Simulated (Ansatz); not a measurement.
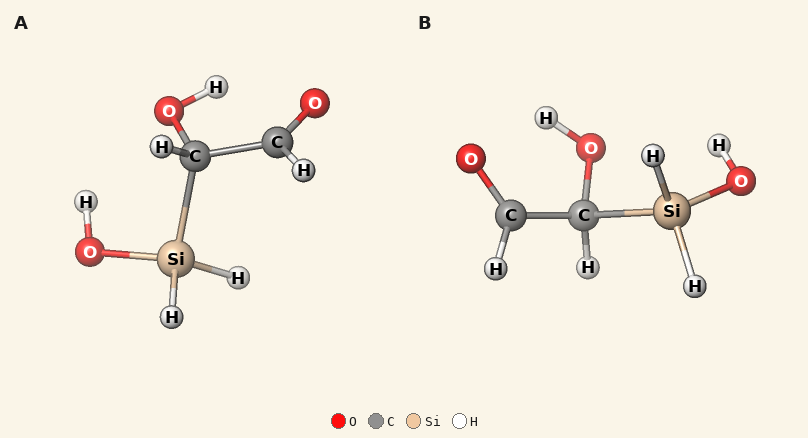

Atoms fade into the background with distance from the viewer. Computed geometry: PBE-D4/def2-SVP optimisation. No frequency run is at hand to confirm it as a minimum.

Q: Can A be turned into B by a rotation alone?

A: Yes. They are the same structure, C2H6O3Si (O=C[C@@H](O)[SiH2]O), seen from two directions: a rotation takes one into the other. The geometry is chiral (C1), so its mirror image would differ.
